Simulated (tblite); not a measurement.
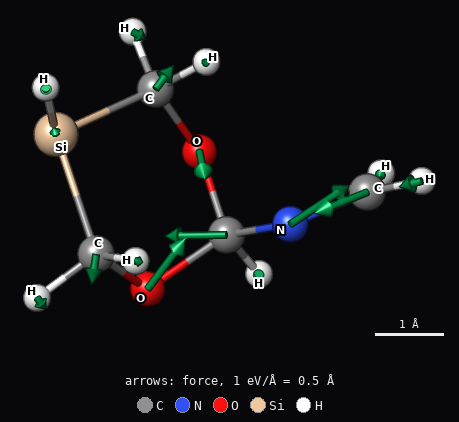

Starting geometry of C₄H₈NO₂Si (multiplicity 2) with the computed forces as green arrows. Style: ball-and-stick. Shown at a tilt.

Theory: tblite 0.8.0, GFN2-xTB geometry optimisation, gas phase. 

Is this structure relaxed? If not, where do the atoms go?

Answer. It isn't relaxed: the largest force vector, on the N atom, is 2.43 eV/Å. The final displacements have little in common with the starting forces (cosine between the two patterns 0.21). The energy falls by 0.472 eV in 94 geometry steps. The atom that moves furthest after the best rigid fit is an H atom (1.13 Å). Largest moves by element: H 1.13 Å, N 0.54 Å, C 0.32 Å, O 0.30 Å, Si 0.16 Å. Some distances before and after: C–O 1.446 → 1.389 Å, C–N 1.295 → 1.249 Å, C–Si 1.882 → 1.914 Å, C–H 1.101 → 1.081 Å. Among the angles between lasting bonds that change: C–N–C 112.8° → 120.1°, Si–C–O 116.0° → 109.9°, Si–C–H 108.5° → 114.5°. Groups turn about C–N by about 50°.
